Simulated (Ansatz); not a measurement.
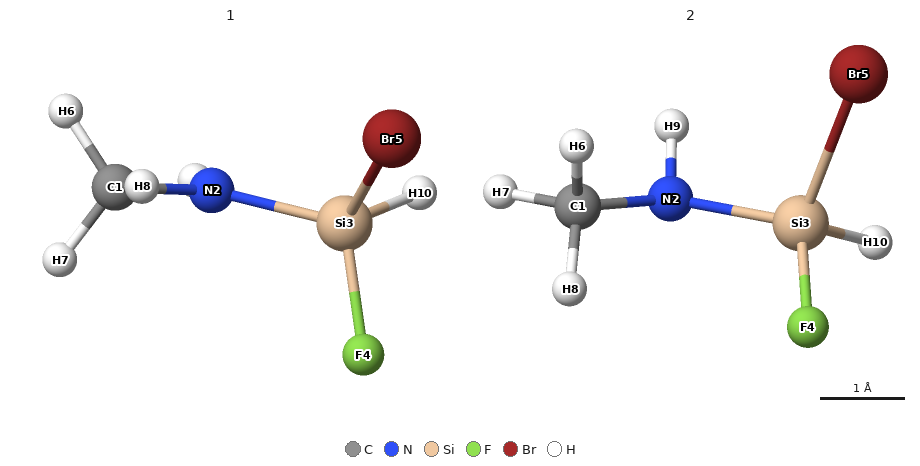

Two geometries of CH5BrFNSi, drawn at one scale. One is the start of a relaxation, the other its converged end. A ball-and-stick model, seen at a tilt.

Level of theory: RKS PBE0-D4/def2-SVP in Ansatz. (no spin polarisation; force threshold 0.02 eV/Å; at most 50 steps)

Question: Which geometry has the lower energy?

Answer: Structure 1 is the relaxed one. The run prepares an end point of a later path (hydrogen shift) calculation, from a guessed geometry. Over 27 accepted moves (32 points after the start) the energy falls by 41.2 kJ/mol. Largest force component: 2.8 eV/Å at the start, 0.011 eV/Å at the end. The line search rejected the trial steps at points 7, 17, 20, 23, 24 of the run. The forces were under the threshold at step 25, but the run went on from there. The largest move after the best rigid fit is that of H8, 1.45 Å. Largest moves by element: H 1.45 Å, Br 1.07 Å, F 0.77 Å, C 0.26 Å, N 0.12 Å, Si 0.06 Å. Near-neighbour distances that change, for instance: C1–N2 1.386 → 1.446 Å, Si3–F4 1.568 → 1.623 Å, N2–H9 0.977 → 1.014 Å, C1–H6 1.137 → 1.102 Å. Among the angles between lasting bonds that change: Si3–N2–H9 106.3° → 116.7°, C1–N2–H9 109.8° → 114.9°, F4–Si3–Br5 108.6° → 104.2°. Cost: 43 s on 2 threads of AMD EPYC 9R45 96-Core Processor (Zen 5), with other jobs on the host, peak memory 0.32 GiB.
